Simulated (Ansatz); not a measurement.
# B2Se: the cost of one run

Program: Ansatz 0.2.0. Level of theory: DFT PBE, scalar-relativistic, plane waves, PAW. These are calculated values, not measurements.

1 further run of the same task is left out (it didn't finish).

**1. Starting point**

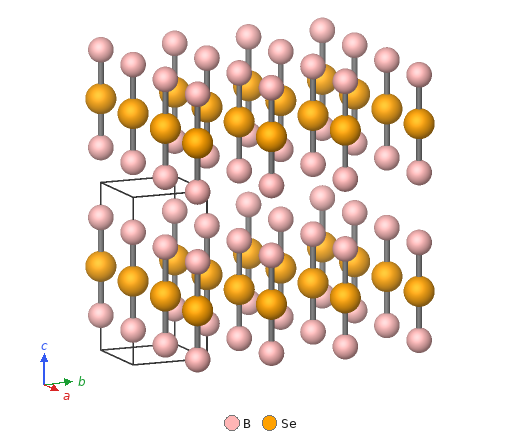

The starting structure, seen slightly off an axis (boron pink, selenium orange). 3×3×2 cells are drawn. Atoms on the faces are drawn again on the opposite ones.

Coordinates:

```
CELL_PARAMETERS angstrom
2.75759 0.00000 0.00000
0.00000 2.75759 0.00000
0.00000 0.00000 5.85597
ATOMIC_POSITIONS crystal
B 0.00000 0.00000 0.79143
B 0.00000 0.00000 0.20857
Se 0.00000 0.00000 0.50000
```

The cell is invented: random cell by space group and Wyckoff sites (P4/mmm, No. 123). Its size is a rough estimate.

**2. Probe: one point on a coarse mesh**

input.yaml

```yaml
crystal:
  lattice:
    - [2.75759423, 0.0, 0.0]
    - [0.0, 2.75759423, 0.0]
    - [0.0, 0.0, 5.85596548]
  atoms:
    - { symbol: B, position: [0.0, 0.0, 0.79143351] }
    - { symbol: B, position: [0.0, 0.0, 0.20856649] }
    - { symbol: Se, position: [0.0, 0.0, 0.5] }
basis:
  ecutwfc: 420
kpoints:
  mp_grid: { grid: [6, 6, 4] }
hamiltonian:
  xc: pbe
scf:
  occupations: { method: gaussian, width: 0.1 }
  lower_state_search: "off"
output:
  forces: true
  stress: true
  eigenvalues: true
```

Command:

```
ansatz run input.yaml --threads 1 --pin off --max-ram 2560MiB --backend cpu --events-out ev --progress --plain --runs-dir out
```

Q: Estimate wall time and peak memory on 1 thread of Arm Neoverse N1, shared host.

About 2.1 s, with a peak of 0.29 GiB.
